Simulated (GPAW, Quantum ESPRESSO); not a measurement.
# Mo (Im-3m): the Mo L₃ absorption edge, part 4 of 4

Do two independent programs agree on the Mo L₃ edge of Mo (Im-3m)? The same cell and functional are run with XSpectra and with GPAW.

Quantum ESPRESSO 7.5 and GPAW 26.7.0; core-hole supercells, plane-wave PAW PBE.

So far. Step 9 (Spectrum without a core hole, Mo atom 1 (GPAW)): Main maxima below 30 eV (height): 2.0 eV (3.50) and 12.8 eV (0.79).  Step 11 (Spectrum with XCH, Mo atom 1 (GPAW)): Main maxima below 30 eV (height): 1.2 eV (3.75) and 12.4 eV (0.84). 

### Step 12. The two programs side by side

The line shapes differ (Lorentzian half width 0.89 eV up to 4 eV, rising linearly to 1.75 eV at 25 eV (not a setting of the program: the run's 0.89 eV curve was folded afterwards with a further Lorentzian above 4 eV), against Gaussian full width 1.78 eV up to 4 eV, rising linearly to 3.5 eV at 25 eV), so both get a further Gaussian of 1.5 eV full width before they are compared; the Lorentzian tails remain.

| E (eV) | XSpectra | GPAW |
| --- | --- | --- |
| -2.00 | 0.42 | 0.07 |
| -1.25 | 0.74 | 0.39 |
| -0.50 | 1.36 | 1.22 |
| 0.25 | 2.14 | 2.43 |
| 1.00 | 2.64 | 3.26 |
| 1.75 | 2.60 | 3.18 |
| 2.50 | 2.19 | 2.48 |
| 3.25 | 1.68 | 1.68 |
| 4.00 | 1.24 | 1.07 |
| 4.75 | 0.94 | 0.70 |
| 5.50 | 0.77 | 0.53 |
| 6.25 | 0.65 | 0.45 |
| 7.00 | 0.57 | 0.39 |
| 7.75 | 0.53 | 0.35 |
| 8.50 | 0.51 | 0.33 |
| 9.25 | 0.53 | 0.37 |
| 10.00 | 0.60 | 0.48 |
| 10.75 | 0.69 | 0.63 |
| 11.50 | 0.76 | 0.76 |
| 12.25 | 0.79 | 0.82 |
| 13.00 | 0.78 | 0.81 |
| 13.75 | 0.76 | 0.78 |
| 14.50 | 0.73 | 0.73 |
| 15.25 | 0.70 | 0.69 |
| 16.00 | 0.68 | 0.65 |
| 16.75 | 0.65 | 0.62 |
| 17.50 | 0.63 | 0.61 |
| 18.25 | 0.64 | 0.62 |
| 19.00 | 0.64 | 0.63 |
| 19.75 | 0.61 | 0.61 |
| 20.50 | 0.57 | 0.54 |
| 21.25 | 0.52 | 0.47 |
| 22.00 | 0.49 | 0.42 |
| 22.75 | 0.49 | 0.42 |
| 23.50 | 0.50 | 0.45 |
| 24.25 | 0.52 | 0.48 |
| 25.00 | 0.53 | 0.50 |
| 25.75 | 0.54 | 0.52 |
| 26.50 | 0.56 | 0.53 |
| 27.25 | 0.57 | 0.54 |
| 28.00 | 0.57 | 0.54 |
| 28.75 | 0.56 | 0.53 |
| 29.50 | 0.55 | 0.51 |
| 30.25 | 0.54 | 0.49 |
| 31.00 | 0.54 | 0.49 |
| 31.75 | 0.54 | 0.50 |

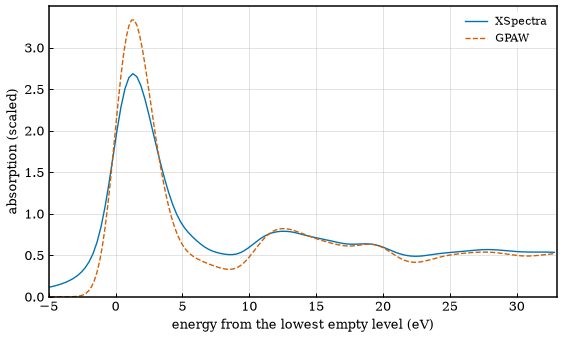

XSpectra and GPAW after a common extra broadening.

```
                                                                          XSpectra        GPAW
                                                k mesh of the spectrum       5×5×5       7×7×7
                                                           cutoff (eV)         694         500
highest intensity below 24 eV after the common broadening, eV (height)  1.3 (2.69)  1.4 (3.33)
                                    core time, hole field and spectrum      13 min     7.9 min
```

### Step 13. With and without the hole

XSpectra's curves. Both curves are counted from their own zero, so only the shift of weight within the empty states shows.

```csv
E (eV),no hole,XCH
-2.0,0.27,0.36
-1.0,0.51,0.73
0.0,1.23,1.91
1.0,2.09,2.86
2.0,2.73,2.58
3.0,2.34,1.80
4.0,1.61,1.15
5.0,1.01,0.80
6.0,0.80,0.67
7.0,0.62,0.53
8.0,0.53,0.50
9.0,0.46,0.45
10.0,0.48,0.56
11.0,0.65,0.75
12.0,0.77,0.82
13.0,0.78,0.83
14.0,0.78,0.76
15.0,0.68,0.73
16.0,0.69,0.71
17.0,0.62,0.63
18.0,0.59,0.63
19.0,0.67,0.72
20.0,0.71,0.66
21.0,0.53,0.50
22.0,0.44,0.45
23.0,0.41,0.46
24.0,0.50,0.57
25.0,0.53,0.56
26.0,0.53,0.58
27.0,0.55,0.60
28.0,0.59,0.64
29.0,0.56,0.58
30.0,0.53,0.55
31.0,0.52,0.55
32.0,0.53,0.57
```

With each curve scaled to its own mean, the area from −2 to 6 eV with the hole is 12.4 against 12.1, and the centre of weight from −1 to 20 eV moves by -0.1 eV (first and strongest maxima below 20 eV: 2.2 eV (2.77), 13.8 eV (0.79) and 19.7 eV (0.72) without the hole, 1.0 eV (2.86), 13.2 eV (0.83) and 19.4 eV (0.73) with it); the shape changes all the same, by 24 % r.m.s.

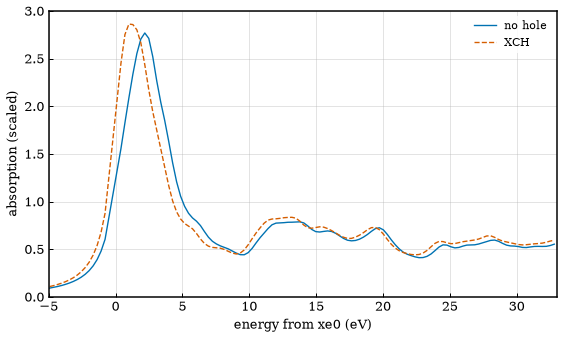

The Mo L₃ edge with and without the core hole, each from its own zero; the highest intensity below 24 eV lies at 1.0 eV with the hole.

### Step 14. Runs not followed above

These runs aren't followed: redraws of a spectrum that repeat one shown, runs with a planted fault or a state judged unsound, or a program's part that gave no sound spectrum.

| program | step | status | elapsed |
| --- | --- | --- | --- |
| Quantum ESPRESSO | no core hole, redrawn | converged | 13 s |
| Quantum ESPRESSO | spectrum with XCH, redrawn | converged | 2.7 s |

### Step 15. Results

| Property | Result |
| --- | --- |
| absorber and edge | Mo L₃, atom 1 of the ground-state input (counted from 1) |
| surroundings | 8 Mo at 2.73 Å and 6 Mo at 3.15 Å (cube and octahedron, as in bcc, site symmetry m-3m) |
| highest intensity below 24 eV (XSpectra, narrow line) | 1.0 eV above the zero, height 2.86 |

What this shows: The two programs agree on where the features lie, less on their heights: 20 % r.m.s. remains over the first 14 eV after a relative shift of 0.0 eV; their raw zeros differ by 0 eV. What differs may come from the PAW partial waves, meshes, cutoffs and line shapes. In XSpectra the Mo L₃ edge of atom 1, with 8 Mo at 2.73 Å and 6 Mo at 3.15 Å (cube and octahedron, as in bcc, site symmetry m-3m), has its highest intensity of the first 24 eV at 1.0 eV above the zero, 2.9 times the mean level of the first 20 eV (Lorentzian half width 0.89 eV). In XSpectra: With each curve scaled to its own mean, the area from −2 to 6 eV with the hole is 12.4 against 12.1, and the centre of weight from −1 to 20 eV moves by -0.1 eV (first and strongest maxima below 20 eV: 2.2 eV (2.77), 13.8 eV (0.79) and 19.7 eV (0.72) without the hole, 1.0 eV (2.86), 13.2 eV (0.83) and 19.4 eV (0.73) with it); the shape changes all the same, by 24 % r.m.s. In GPAW: With each curve scaled to its own mean, the area from −2 to 6 eV with the hole is 12.8 against 12.6, and the centre of weight from −1 to 20 eV moves by -0.2 eV (first and strongest maxima below 20 eV: 2.0 eV (3.50) and 12.8 eV (0.79) without the hole, 1.2 eV (3.75) and 12.4 eV (0.84) with it); the shape changes all the same, by 30 % r.m.s. 3 further runs of this session are left out of this account as redundant. Only the L₃ part is meant: spin–orbit coupling of the core level isn't computed and the L₂ copy isn't added. XSpectra leaves a spike where filled states are cut (about half a line width round xe0); it is interpolated away in tables and plots. The holes are only 5.5 Å apart, so the shape is probably not converged with cell size; no larger cell was run here. The structure is a published determination, not relaxed.

[Banner, clock and machine lines of the logs are left out without a mark of their own.]

[Logs are printed without paths, hosts, clocks, repeated set-up lines and the standing remarks that a program may print on its own settings, such as how far it seeks lower states.]

[Hosts, paths, dates, database ids (printed as entryN), source tags and the programs' standing remarks are cut or masked in the printed files.]

[Lists of maxima count a maximum above −3 eV only where it reaches 4 % of the highest in the window and stands out from its surroundings by 2 % of it (1.5 % where it reaches 55 %); shoulders and weaker maxima are passed over, and of the rest the first, up to two pre-edge ones and the few strongest are named.]
